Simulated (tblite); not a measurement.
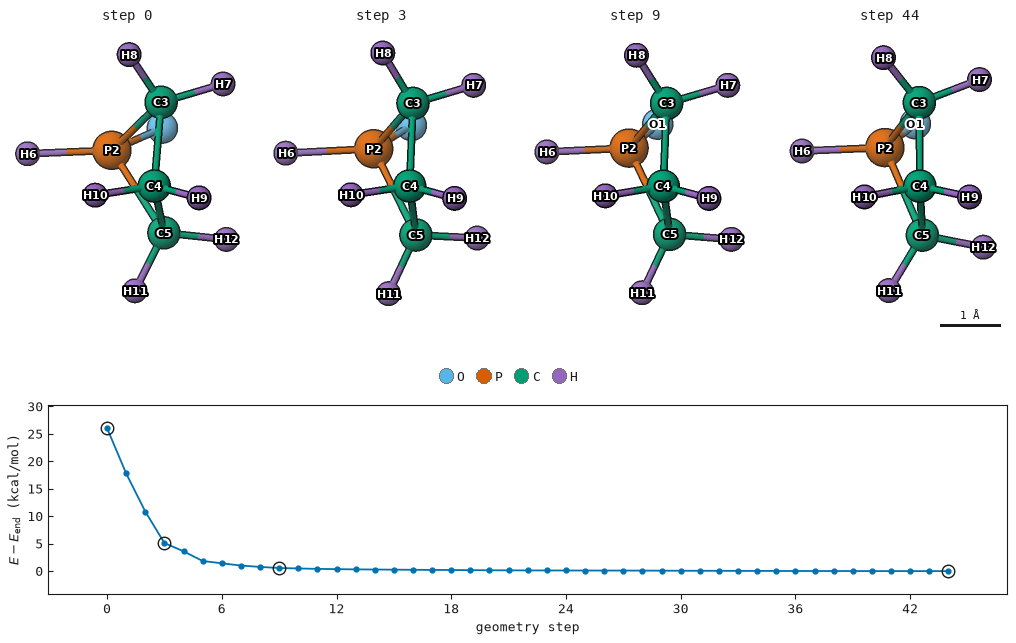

Frames of a relaxation of C3H7OP, marked on the history of the run. Style: ball-and-stick. Shown from a free direction.

The calculation used GFN2-xTB geometry optimisation, gas phase in tblite. 

Q: Describe the path.

A: The energy falls by 26.0 kcal/mol in 44 geometry steps. The largest move after the best rigid fit is that of O1, 0.31 Å. Largest moves by element: O 0.31 Å, H 0.26 Å, P 0.24 Å, C 0.10 Å. Near-neighbour distances that change, for instance: P2–C3 1.789 → 1.845 Å, O1–P2 1.509 → 1.462 Å, C3–C4 1.568 → 1.541 Å, P2–H6 1.418 → 1.394 Å. Among the angles between lasting bonds that change: O1–P2–C3 103.4° → 123.1°, O1–P2–C5 103.7° → 123.1°, O1–P2–H6 128.8° → 114.6°. From step 0 to 3: O1 moves most (0.18 Å), energy −20.9 kcal/mol. From step 3 to 9: O1 moves most (0.15 Å), energy −4.55 kcal/mol. From step 9 to 44: H atoms move most (0.14 Å), energy −0.57 kcal/mol.

```tsv
step	E − E(0), kcal/mol
0	0.00
1	-8.25
2	-15.19
3	-20.93
4	-22.43
5	-24.20
6	-24.61
7	-25.03
8	-25.28
9	-25.47
10	-25.56
12	-25.69
14	-25.75
15	-25.78
17	-25.82
19	-25.87
21	-25.91
23	-25.92
24	-25.93
26	-25.94
28	-25.95
30	-25.98
31	-25.99
33	-26.00
35	-26.01
37	-26.02
39	-26.03
40	-26.04
42	-26.04
44	-26.04
```
